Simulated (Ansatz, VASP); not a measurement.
## Cross-check of Ag2Au3 between VASP and Ansatz

Wanted: the spread between two codes on one cell, functional and k mesh. The structure shown is the end of the VASP relaxation below.

Program: Ansatz 0.2.0. Level of theory: plane waves, with VASP 6.6.1 beside it; single point at PBEsol. Results are calculated unless marked as measured.

## (1) Starting point

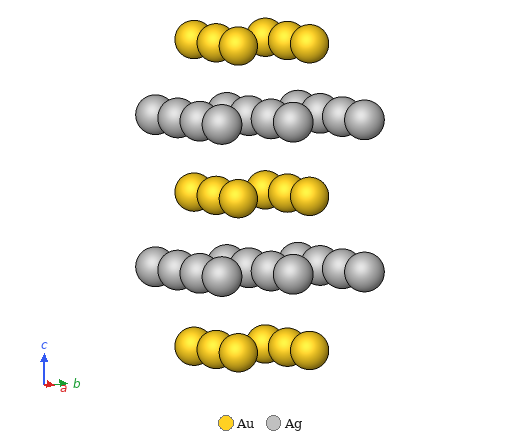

The starting structure, seen from the side, with the c axis up (gold yellow, silver light grey). 3×2×1 cells are drawn. Some periodic images of atoms are drawn too.

The cell holds 5 atoms: 3 Au and 2 Ag. Its edges and angles: a = 2.935 Å, b = 2.935 Å, c = 24.394 Å, α = 90.0°, β = 90.0°, γ = 120.0°. It derives from AgAu. The (0 0 1) slab of AgAu, cut from the database cell (so at first; earlier steps may have moved the atoms). Vacuum lies along c.

Structure file:

```cif
data_structure
_symmetry_space_group_name_H-M 'P 1'
_symmetry_Int_Tables_number 1
_cell_length_a 2.9352
_cell_length_b 2.9352
_cell_length_c 24.3938
_cell_angle_alpha 90.000
_cell_angle_beta 90.000
_cell_angle_gamma 120.000
_cell_volume 182.00
loop_
_atom_site_label
_atom_site_type_symbol
_atom_site_fract_x
_atom_site_fract_y
_atom_site_fract_z
_atom_site_occupancy
Au1 Au 0.66667 0.33333 0.30746 1
Au2 Au 0.66667 0.33333 0.49760 1
Au3 Au 0.66667 0.33333 0.68588 1
Ag4 Ag 0.00000 0.00000 0.40373 1
Ag5 Ag 0.00000 0.00000 0.59143 1
```

## (2) VASP: relaxation, PBEsol

This run makes the geometry at which the two programs are then compared.

Lines of VASP's logs that name or quote its potential files are left out, and so is its time.

The input, INCAR:

```
SYSTEM = Ag2Au3
PREC = Normal
ENCUT = 300
EDIFF = 1E-05
NELM = 120
ISMEAR = 1
SIGMA = 0.05
LREAL = .FALSE.
ALGO = Fast
GGA = PS
NBANDS = 34
LORBIT = 11
LWAVE = .FALSE.
LCHARG = .FALSE.
KPAR = 2
IBRION = 2
NSW = 40
ISIF = 2
EDIFFG = -0.03
POTIM = 0.4
MAXMIX = 40
IDIPOL = 3
LDIPOL = .TRUE.
DIPOL = 0.5 0.5 0.5
```

The input, POSCAR:

```
Ag2Au3
1.0
    2.9351665953      0.0000000000      0.0000000000
   -1.4675832976      2.5419288359      0.0000000000
    0.0000000000      0.0000000000     24.3938101000
Au Ag
3 2
Selective dynamics
Direct
    0.6666666700      0.3333333400      0.3074550500  F F F
    0.6666666700      0.3333333400      0.5000000000  T T T
    0.6666666700      0.3333333400      0.6925449500  T T T
    0.0000000000      0.0000000000      0.4037275200  F F F
    0.0000000000      0.0000000000      0.5962724800  T T T
```

The input, KPOINTS:

```
Automatic mesh
0
Gamma
8 8 1
0 0 0
```

Potentials, in the order of the species: Au and Ag (PBE family, release 64).

Launch:

```bash
$ mpirun -np 2 vasp_std
```

Numbers of over 12 decimals in the logs are rounded to 6 here.

What it wrote:

```text
[banner, memory and clock lines left out]
running    2 mpi-ranks, on    1 nodes
 distrk:  each k-point on    1 cores,    2 groups
 distr:  one band on    1 cores,    1 groups

 POSCAR found type information on POSCAR AuAg
 POSCAR found :  2 types and       5 ions
|                                                                             |
|               ----> ADVICE to this user running VASP <----                  |
|                                                                             |
|     You enforced a specific xc type in the INCAR file but a different       |
|     [... a line on the potential file left out ...]
|     I HOPE YOU KNOW WHAT YOU ARE DOING!                                     |
|                                                                             |

 LDA part: xc-table for (Slater+PW92), standard interpolation
 POSCAR, INCAR and KPOINTS ok, starting setup
 FFT: planning ... GRIDC
 FFT: planning ... GRID_SOFT
 FFT: planning ... GRID
 WAVECAR not read
 entering main loop
       N       E                     dE             d eps       ncg     rms          rms(c)
DAV:   1     0.252187305659E+03    0.25219E+03   -0.19628E+04   768   0.917E+02
DAV:   2    -0.109552934331E+02   -0.26314E+03   -0.25263E+03   766   0.240E+02
DAV:   3    -0.190089081828E+02   -0.80536E+01   -0.79543E+01   756   0.419E+01
DAV:   4    -0.191302237617E+02   -0.12132E+00   -0.12116E+00   802   0.529E+00
DAV:   5    -0.191324227429E+02   -0.21990E-02   -0.21984E-02   798   0.686E-01    0.140E+01
RMM:   6    -0.176295433615E+02    0.15029E+01   -0.46970E+00   685   0.128E+01    0.906E+00
RMM:   7    -0.176645836169E+02   -0.35040E-01   -0.61815E-01   686   0.361E+00    0.528E+00
RMM:   8    -0.176465767427E+02    0.18007E-01   -0.38294E-01   687   0.280E+00    0.242E+00
RMM:   9    -0.175771648791E+02    0.69412E-01   -0.75700E-02   687   0.136E+00    0.946E-01
RMM:  10    -0.175474437067E+02    0.29721E-01   -0.76268E-03   692   0.364E-01    0.273E-01
RMM:  11    -0.175465911091E+02    0.85260E-03   -0.10807E-03   687   0.164E-01    0.929E-02
RMM:  12    -0.175467371403E+02   -0.14603E-03   -0.48172E-04   688   0.121E-01    0.787E-02
RMM:  13    -0.175466022355E+02    0.13490E-03   -0.15907E-04   683   0.572E-02    0.316E-02
RMM:  14    -0.175465931199E+02    0.91156E-05   -0.25214E-05   437   0.265E-02
   1 F= -.17546593E+02 E0= -.17545672E+02  d E =-.175466E+02
[... from here on, the cycles between the ionic steps are left out ...]
   2 F= -.17547977E+02 E0= -.17547084E+02  d E =-.138371E-02
   3 F= -.17551392E+02 E0= -.17550553E+02  d E =-.479870E-02
   4 F= -.17555361E+02 E0= -.17554329E+02  d E =-.876747E-02
   5 F= -.17555869E+02 E0= -.17554702E+02  d E =-.927596E-02
   6 F= -.17557912E+02 E0= -.17556715E+02  d E =-.204257E-02
   7 F= -.17562080E+02 E0= -.17560773E+02  d E =-.621070E-02
   8 F= -.17561407E+02 E0= -.17560022E+02  d E =-.553765E-02
   9 F= -.17563298E+02 E0= -.17561936E+02  d E =-.742941E-02
 curvature:  -3.54 expect dE=-0.536E-02 dE for cont linesearch -0.149E-04
 trial: gam= 0.92579 g(F)=  0.152E-02 g(S)=  0.000E+00 ort = 0.126E-03 (trialstep = 0.198E+01)
 search vector abs. value=  0.497E-02
 bond charge predicted
       N       E                     dE             d eps       ncg     rms          rms(c)
DAV:   1    -0.175621135504E+02    0.11780E-02   -0.48515E+00   680   0.984E+00    0.149E-01
RMM:   2    -0.175648741847E+02   -0.27606E-02   -0.31000E-02   687   0.124E+00    0.185E-01
RMM:   3    -0.175651063875E+02   -0.23220E-03   -0.34892E-03   691   0.426E-01    0.155E-01
RMM:   4    -0.175652514907E+02   -0.14510E-03   -0.14350E-03   688   0.218E-01    0.881E-02
RMM:   5    -0.175654447903E+02   -0.19330E-03   -0.32996E-04   693   0.104E-01    0.665E-02
RMM:   6    -0.175655845060E+02   -0.13972E-03   -0.96403E-05   658   0.553E-02    0.674E-02
RMM:   7    -0.175655295491E+02    0.54957E-04   -0.12042E-04   670   0.528E-02    0.351E-02
RMM:   8    -0.175655328738E+02   -0.33247E-05   -0.97162E-05   641   0.493E-02
  10 F= -.17565533E+02 E0= -.17564075E+02  d E =-.223438E-02
 trial-energy change:   -0.002234  1 .order   -0.002179   -0.003235   -0.001123
 step:   2.8418(harm=  3.0359)  dis= 0.00000  next Energy=   -17.565781 (dE=-0.248E-02)
 bond charge predicted
       N       E                     dE             d eps       ncg     rms          rms(c)
DAV:   1    -0.175652500810E+02    0.27947E-03   -0.91508E-01   684   0.428E+00    0.659E-02
RMM:   2    -0.175658144619E+02   -0.56438E-03   -0.49543E-03   687   0.523E-01    0.359E-02
RMM:   3    -0.175658807868E+02   -0.66325E-04   -0.88519E-04   699   0.192E-01    0.174E-02
[... the rest is left out ...]
```

Parts of OUTCAR (step 2):

```text
ion  position               nearest neighbor table
   1  0.667  0.333  0.307-   4 2.90   4 2.90   4 2.90
   2  0.667  0.333  0.500-   4 2.90   5 2.90   4 2.90   5 2.90   4 2.90   5 2.90
   3  0.667  0.333  0.693-   5 2.90   5 2.90   5 2.90
   4  0.000  0.000  0.404-   1 2.90   1 2.90   1 2.90   2 2.90   2 2.90   2 2.90
   5  0.000  0.000  0.596-   3 2.90   3 2.90   3 2.90   2 2.90   2 2.90   2 2.90

  LATTYP: Found a hexagonal cell.
 ALAT       =     2.9351665953
 C/A-ratio  =     8.3108775287

 Subroutine GETGRP returns: Found 12 space group operations
 (whereof 12 operations were pure point group operations)

The static configuration has the point symmetry D_3h.

 Found     10 irreducible k-points:

   k-points           NKPTS =     10   k-points in BZ     NKDIM =     10   number of bands    NBANDS=     34

   dimension x,y,z NGX =    12 NGY =   12 NGZ =  108
   dimension x,y,z NGXF=    24 NGYF=   24 NGZF=  216

   ENCUT  =  300.0 eV  22.05 Ry    4.70 a.u.   4.15  4.15 34.45*2*pi/ulx,y,z

   NELECT =      55.0000    total number of electrons

 k-points in reciprocal lattice and weights: Automatic mesh
   0.00000000  0.00000000  0.00000000       0.016
   0.12500000  0.00000000  0.00000000       0.094
   0.25000000  0.00000000  0.00000000       0.094
   0.37500000  0.00000000  0.00000000       0.094
   0.50000000  0.00000000  0.00000000       0.047
   0.12500000  0.12500000  0.00000000       0.094
   0.25000000  0.12500000  0.00000000       0.188
   0.37500000  0.12500000  0.00000000       0.188
   0.25000000  0.25000000  0.00000000       0.094
   0.37500000  0.25000000  0.00000000       0.094

 dipolmoment           0.000000      0.000000     -0.000768 electrons x Angstroem

 average (electrostatic) potential at core
       1 -71.6337       2 -71.7402       3 -71.6515       4 -77.4346       5 -77.4458

 E-fermi :   1.4949

 k-point     1 :       0.0000    0.0000    0.0000
  band No.  band energies     occupation
    ...
     26      -1.0120      2.00000
     27      -1.0120      2.00000
     28      -0.9767      2.00000
     29      -0.9767      2.00000
     30       0.7087      2.00000
     31       1.6860     -0.00000
     32       5.9852      0.00000
     33       6.5172      0.00000
     34       6.8394      0.00000

 k-point     2 :       0.1250    0.0000    0.0000
  band No.  band energies     occupation
    ...
     26      -1.1768      2.00000
     27      -1.0257      2.00000
     28      -0.9386      2.00000
     29      -0.2399      2.00000
     30       1.4772      1.55981
     31       2.7220      0.00000
     32       6.2687      0.00000
     33       6.8775      0.00000
     34       7.1307      0.00000

 k-point     3 :       0.2500    0.0000    0.0000
  band No.  band energies     occupation
    ...
     25      -1.3015      2.00000
     26      -1.0375      2.00000
     27      -1.0150      2.00000
     28      -0.8684      2.00000
     29       0.8492      2.00000
     30       2.8295      0.00000
     31       4.7374      0.00000
     32       7.0923      0.00000
     33       7.9552      0.00000
     34       8.0836      0.00000

  Total       -4.8784698     -4.8784698     -0.8429488     -0.0000000      0.0000000     -0.0000000
  in kB      -42.9455753    -42.9455753     -7.4205482     -0.0000000      0.0000000     -0.0000000
  external PRESSURE =     -31.1038996 kB  Pullay stress =       0.0000000 kB

  energy-cutoff  :      300.00
  volume of cell :      182.00
      direct lattice vectors                 reciprocal lattice vectors
     2.935166595  0.000000000  0.000000000     0.340696164  0.196701022  0.000000000
    -1.467583298  2.541928836  0.000000000     0.000000000  0.393402044  0.000000000
     0.000000000  0.000000000 24.393810100     0.000000000  0.000000000  0.040994006

 POSITION                                       TOTAL-FORCE (eV/Angst)
 -----------------------------------------------------------------------------------
      1.46758      0.84731      7.50000         0.000000     -0.000000      0.169671
      1.46758      0.84731     12.13842        -0.000000      0.000000      0.000842
      1.46758      0.84731     16.73116         0.000000     -0.000000     -0.019656
      0.00000      0.00000      9.84845        -0.000000      0.000000     -0.157769
      0.00000      0.00000     14.42726        -0.000000     -0.000000      0.006912
 -----------------------------------------------------------------------------------
    total drift:                                0.000002     -0.000012      0.032824

  FREE ENERGIE OF THE ION-ELECTRON SYSTEM (eV)
  ---------------------------------------------------
  free  energy   TOTEN  =       -17.5659113536 eV

  energy  without entropy=      -17.5614427596  energy(sigma->0) =      -17.56442182

 reached required accuracy - stopping structural energy minimisation

 vacuum level on the upper side and lower side of the slab         6.427         6.435

 total charge
# of ion       s       p       d       tot
------------------------------------------
    1        0.558   0.242   8.737   9.536
    2        0.562   0.338   8.735   9.636
    3        0.561   0.247   8.739   9.547
    4        0.391   0.291   9.162   9.844
    5        0.394   0.299   9.163   9.856
--------------------------------------------------
tot          2.466   1.418  44.536  48.419

[... 3 further parts left out ...]
```

CONTCAR:

```
Ag2Au3
   1.00000000000000
     2.9351665953000001    0.0000000000000000    0.0000000000000000
    -1.4675832976000001    2.5419288358999999    0.0000000000000000
     0.0000000000000000    0.0000000000000000   24.3938100999999996
  Au              Ag
     3     2
Selective dynamics
Direct
     0.6666666699999979    0.3333333400000029    0.3074550500000015   F   F   F
     0.6666666699999979    0.3333333400000029    0.4976024504402266   T   T   T
     0.6666666699999979    0.3333333400000029    0.6858772519393137   T   T   T
     0.0000000000000000    0.0000000000000000    0.4037275199999968   F   F   F
     0.0000000000000000    0.0000000000000000    0.5914311703410402   T   T   T
```

(Continued in part 2 of 2.)

[Lines on the potential files, build, host, timing and source positions are cut from VASP's logs without a mark.]

[Logs are printed without paths, hosts, clocks, repeated set-up lines and the standing remarks that a program may print on its own settings, such as how far it seeks lower states.]

[Hosts, paths, dates, database ids (printed as entryN), source tags and the programs' standing remarks are cut or masked in the printed files.]
